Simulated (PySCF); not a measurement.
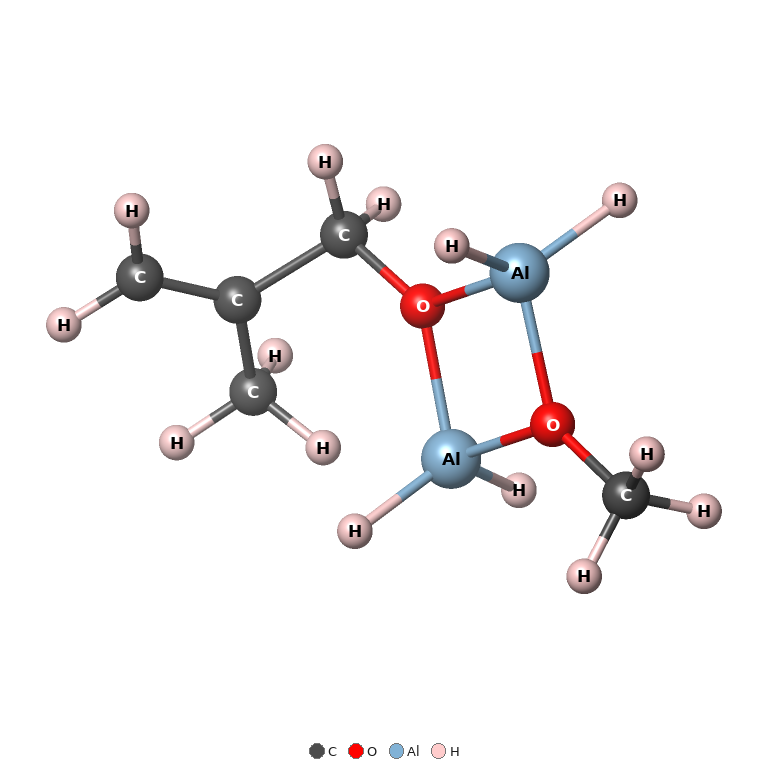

The geometry was computed by an optimisation with GFN2-xTB. No frequency run is at hand to confirm it as a minimum. Method: PBE0/pcSseg-1, gas phase (PySCF 2.14.0).

**Give the dipole moment at this level.**

0.81 D.

**Estimate the LUMO energy (Kohn–Sham orbital).**

−0.24 eV.

**Give the HOMO energy (Kohn–Sham orbital) at this level.**

−7.46 eV.

The geometry is semi-empirical. Around Al such bond lengths and angles can be off by a tenth of an ångström or more and by several degrees, and values that hang on the shape move with them.
